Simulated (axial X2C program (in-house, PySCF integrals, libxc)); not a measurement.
# FB⁺: properties at the nuclei

Wanted for FB⁺: properties at the nuclei, at the two-component level.

Method: two-component X2C with atomic mean-field terms, F dyall-av3z, B dyall-v3z; program: an in-house X2C program for linear molecules on PySCF integrals.

All values are calculated.

### Step 1. The job

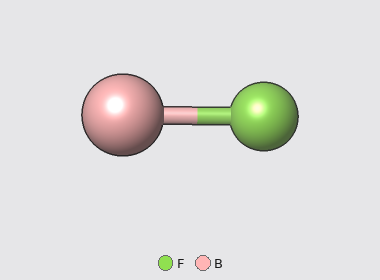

The two atoms at 1.490 Å (fluorine green, boron pink).

Input file task.json:

```json
{"zs": [9, 5], "q": 1, "bas": ["dyall-av3z", "dyall-v3z"], "r0": 1.49, "levels": ["PBE0", "HF", "BHandHLYP", "r2SCAN", "BP86"], "nst": 3}
```

Keys: zs atomic numbers; q charge; bas basis sets; r0 starting distance in Å; levels methods (HF also brings MP2); nst determinants followed.

Run with:

```
python soeom.py task.json out
```

Nuclei are Gaussian, cores are contracted, and the Gaunt term is on.

### Step 2. Expectation values, lowest determinant

R = 1.212 Å. State: Ω = 1/2 (excess of +ω over −ω: ω = 1/2).

Output of the PBE0 run:

```text
two-component X2C + atomic mean field  PBE0
basis functions 96  fitting functions 539  grid points 4345
iter        total energy     max residual
   1       -124.276473298     1.81e-05
   2       -124.276473301     6.34e-06
converged
one-electron -205.57594473  Coulomb 75.73018700  exact exchange -3.41884753  xc functional -10.65190911  nuclear repulsion 19.64766872  atomic mean-field constant -0.00762766
```

The highest occupied spinor is 47% B s, 35% B p, 10% F p.

| level | Eeff magnitude (GV/cm) | Ws magnitude F (kHz) | A∥/gI F (MHz) | qzz F (a.u.) | A∥/gI B (MHz) | qzz B (a.u.) |
| --- | --- | --- | --- | --- | --- | --- |
| PBE0 | 0.0202 | 0.00729 | 97 | 0.66 | 982 | -0.45 |
| HF | 0.0194 | 0.00638 | 78.2 | 0.82 | 991 | -0.52 |
| BHandHLYP | 0.0213 | 0.0077 | 92.2 | 0.71 | 1030 | -0.48 |
| r2SCAN | 0.0213 | 0.00823 | 104 | 0.63 | 995 | -0.44 |
| BP86 | 0.0205 | 0.00739 | 102 | 0.58 | 970 | -0.42 |

Eeff is the effective electric field on the electron dipole moment in this Ω state and Ws the scalar–pseudoscalar constant (defined with the proton number Z and per Ω); A∥ is the parallel hyperfine constant, which follows by multiplying with the nuclear g factor gI = μI/(I μN); qzz is the electric field gradient, eQq0 = 234.96 MHz × Q/barn × qzz. The operators were transformed with the bare-nucleus X2C matrices.

### Step 3. Results

```
                    quantity                                    value
          lowest determinant  Ω = 1/2 (excess of +ω over −ω: ω = 1/2)
Eeff magnitude (GV/cm), PBE0                                   0.0202
  Ws magnitude F (kHz), PBE0                                  0.00729
         A∥/gI F (MHz), PBE0                                       97
          qzz F (a.u.), PBE0                                     0.66
```

**Reading.** In the first state, the effective field runs from 0.0194 to 0.0213 GV/cm over the mean-field levels. The expectation values come from single determinants, which for open shells can mix terms of unlike spin or miss the lowest Ω, so a determinant need not be a state. Eeff is the effective electric field on the electron dipole moment in this Ω state and Ws the scalar–pseudoscalar constant (defined with the proton number Z and per Ω); A∥ is the parallel hyperfine constant, which follows by multiplying with the nuclear g factor gI = μI/(I μN); qzz is the electric field gradient, eQq0 = 234.96 MHz × Q/barn × qzz. The operators were transformed with the bare-nucleus X2C matrices.
